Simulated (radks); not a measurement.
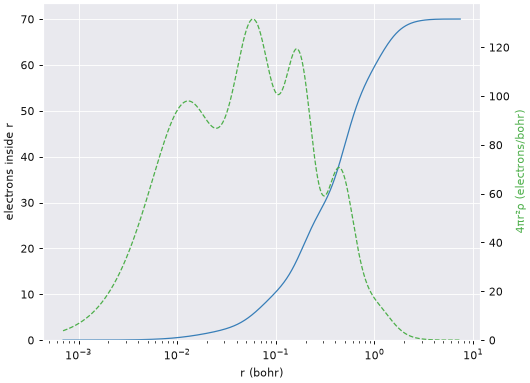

The hafnium ion Hf²⁺; electrons: [Xe] 4f14 5d2 (high spin). The calculation used the in-house radial solver radks at this level: scalar-relativistic Kohn-Sham, AM05, spin-polarised, spherical densities, finite nucleus.

```
Z 72
configuration [Xe] 4f14 5d2
relativity scalar-relativistic
functional am05,am05
spin polarised
nucleus finite rms 5.347 fm
c 137.035999084
```

Launched within a batch that task.json describes:
```bash
python run_ks.py task.json out
```

The plot shows the number of electrons inside radius r (solid) and the radial density 4πr²ρ (dashed).

Describe it and give its main numbers.

The count levels off at 70 electrons. Half of them lie within 0.391 bohr, 90 % within 1.23 bohr and 99 % within 2.50 bohr. The radial density has minima at 0.0249, 0.106 and 0.309 bohr, where the count stands at 1.9, 11.1 and 29.8; these part the shells that the density resolves.
